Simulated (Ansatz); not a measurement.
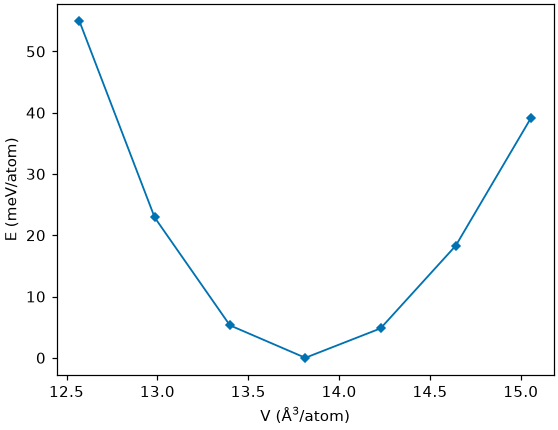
*SnC (rock salt, space group No. 225) under volume change, the program Ansatz at the PBE level (PAW), scaled uniformly.*

Problem. What does a third-order Birch–Murnaghan fit give for V₀, B₀ and B′?

Solution. V₀ = 13.81 Å³/atom, B₀ = 132 GPa, B′ = 4.8.

Space group Fm-3m (rock salt). A made-up cell: these elements were put on the sites of a structure type; neither database checked (COD, Materials Project) lists it. Its standing as an ambient phase is unchecked. The PBE relaxation kept the symmetry of its start; its stability against distortions is not shown here. Spin–orbit coupling is left out wherever it is not named.

Potentials: the later of the program's two PAW sets.
